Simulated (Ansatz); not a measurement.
Partial pair distribution functions of a relaxed model of amorphous Si30N41Ga, broadened by 0.06 Å; density 3.04 g/cm³. All values below come from PBE, scalar-relativistic without spin-orbit coupling (plane waves to 420 eV, PAW; Ansatz, a quantum-chemistry and plane-wave program).

Preparation: random packing, a CHGNet melt and quench, and a DFT relaxation. N atoms were pushed apart under 1.9 Å during the dynamics, to hinder bonds among them. The hot cell started wider than the set density and was brought back towards it in steps. It is the lowest in DFT energy of 2 quenches. It is a model cell: composition and starting density were chosen by hand, and all elements were melted together. No dispersion term was used. Its density started from a set value of 3.04 and ended at 3.04 g/cm³. Cooling (nominally 300 K/ps over its main leg) ran many orders faster than in experiment, which tends to leave more defects and strain. A cell of this size samples the disorder only roughly. The volume was held where the preparation left it and the shape relaxed, at a PBE pressure of 3.3 GPa. Stress components on the final sampling reach 3.4 GPa.

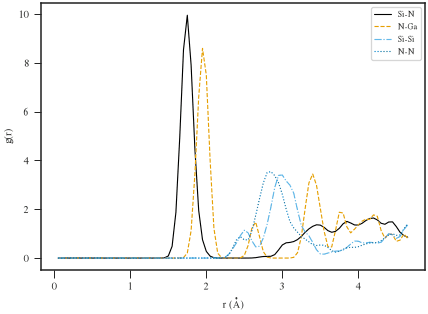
Figure. Partial pair distribution functions

Highest peaks under 4.5 Å: Si-N near 1.75 Å, N-Ga near 1.95 Å, Si-Si near 3.00 Å, N-N near 2.85 Å; pairs of few atoms are noisy.

Within 2.10 Å each Si has 4.03 N neighbours on average.
